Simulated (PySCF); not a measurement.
CH$_{5}$AgN, charge +1, SMILES `[Ag+].CN`.

Level of theory: PBE/def2-SVPD (PySCF), at a geometry from GFN2-xTB. Core potentials replace the inner electrons of Ag; spin–orbit coupling isn't included. GFN2-xTB bond lengths at metals and heavier atoms can be off by up to 0.1 Å and shapes distorted, which carries into these values.

Input script:

```python
import numpy as np
from pyscf import gto, scf, dft
from pyscf.scf import atom_ks, atom_hf
from scipy.linalg import block_diag
from pyscf.dispersion import dftd3

def solve(mol, dm0=None, hcore=None):
    mf = (dft.UKS if mol.spin else dft.RKS)(mol, xc='pbe')
    mf.grids.level = 3
    mf = mf.density_fit(auxbasis='def2-universal-jkfit')
    mf.conv_tol, mf.max_cycle = 1e-8, 80
    if hcore is not None:
        mf.get_hcore = lambda *args: hcore
    mf.kernel(dm0)
    if not mf.converged:
        mf = mf.newton().run(mf.mo_coeff, mf.mo_occ, max_cycle=30)
    assert mf.converged, 'SCF not converged'
    return mf

mol = gto.M(atom='''
Ag    -0.76055     0.04172    -0.00002
C      2.42281     0.45987    -0.00070
N      1.42189    -0.63968    -0.00067
H      3.43740     0.05815     0.00074
H      2.29242     1.07704     0.88999
H      2.29441     1.07545    -0.88674
H      1.61486    -1.22571     0.81875
H      1.61668    -1.22718    -0.81288
''', basis='def2-svpd', ecp={'Ag': 'def2-svpd'}, charge=1, spin=0, verbose=4)
mol_a = gto.M(atom='''
Ag    -0.76055     0.04172    -0.00002
ghost-C      2.42281     0.45987    -0.00070
ghost-N      1.42189    -0.63968    -0.00067
ghost-H      3.43740     0.05815     0.00074
ghost-H      2.29242     1.07704     0.88999
ghost-H      2.29441     1.07545    -0.88674
ghost-H      1.61486    -1.22571     0.81875
ghost-H      1.61668    -1.22718    -0.81288
''', basis='def2-svpd', ecp={'Ag': 'def2-svpd'}, charge=1, spin=0, verbose=4)
mol_b = gto.M(atom='''
ghost-Ag    -0.76055     0.04172    -0.00002
C      2.42281     0.45987    -0.00070
N      1.42189    -0.63968    -0.00067
H      3.43740     0.05815     0.00074
H      2.29242     1.07704     0.88999
H      2.29441     1.07545    -0.88674
H      1.61486    -1.22571     0.81875
H      1.61668    -1.22718    -0.81288
''', basis='def2-svpd', charge=0, spin=0, verbose=4)
ab, a, b = solve(mol), solve(mol_a), solve(mol_b)
e_int = ab.e_tot - a.e_tot - b.e_tot
print('counterpoise-corrected interaction energy / kcal/mol', e_int * 627.5095)
def disp(atoms, charge):
    m = gto.M(atom=atoms, charge=charge, basis='sto-3g', spin=None, unit='Bohr', verbose=0)
    return dftd3.DFTD3Dispersion(m, xc='pbe', version='d3bj').get_dispersion()['energy']
e_disp = disp(mol._atom, mol.charge) - disp(mol._atom[:1], mol_a.charge) - disp(mol._atom[1:], mol_b.charge)
print('D3(BJ) part / kcal/mol', e_disp * 627.5095)
# spherically averaged free atoms, for the promolecule
atom_ks.AtomSphAverageRKS.init_guess_by_vsap = lambda self, mol=None: self.init_guess_by_minao(mol)  # core potentials
atm = atom_ks.get_atm_nrks(mol, xc='pbe')
pro = block_diag(*[(atm[a[0]][2] * atm[a[0]][3]) @ atm[a[0]][2].T for a in mol._atom])
np.savez('result.npz', e_int=e_int, e_disp=e_disp, dm_a=a.make_rdm1(), dm_b=b.make_rdm1(), c=ab.mo_coeff, occ=ab.mo_occ, eps=ab.mo_energy, pro=pro, d=[f.dip_moment(verbose=0) for f in (ab, a, b)])
```

Command:

```sh
OMP_NUM_THREADS=1 python input.py
```

The run took 26 s on 1 thread of Arm Neoverse V2, on a shared host, peak memory 0.44 GiB.

Partitions, critical points and surface values were worked out afterwards from this run's density.

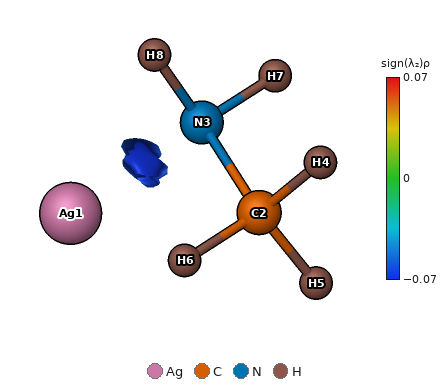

Non-covalent interaction surfaces between the fragments (reduced density gradient s = 0.5, coloured by sign(λ₂)ρ in a.u.; trimmed to the region between the fragments where ρ is under 0.1 a.u.). Fragment A: Ag(+1) (atom 1); fragment B: H5CN.

Question: Interpret the surfaces between the fragments.

Answer: Bond critical points between the fragments: Ag1···N3, strong, partly covalent contact, 2.29 Å, ρ = 0.065 a.u. It appears blue (attractive, sign(λ₂)ρ well below zero). The pose is a local one from a semi-empirical search, not shown to be the most stable. With a charged fragment, long-range electrostatics, which these surfaces don't show, weighs heavily in the interaction energy.

Question: How strongly are they bound?

Answer: The counterpoise-corrected interaction energy of the frozen fragments is −54.2 kcal/mol without dispersion correction and −55.8 kcal/mol with D3(BJ). D3 uses neutral-atom coefficients and tends to overbind metal cations. The pair geometry is semi-empirical, not a minimum at this level.
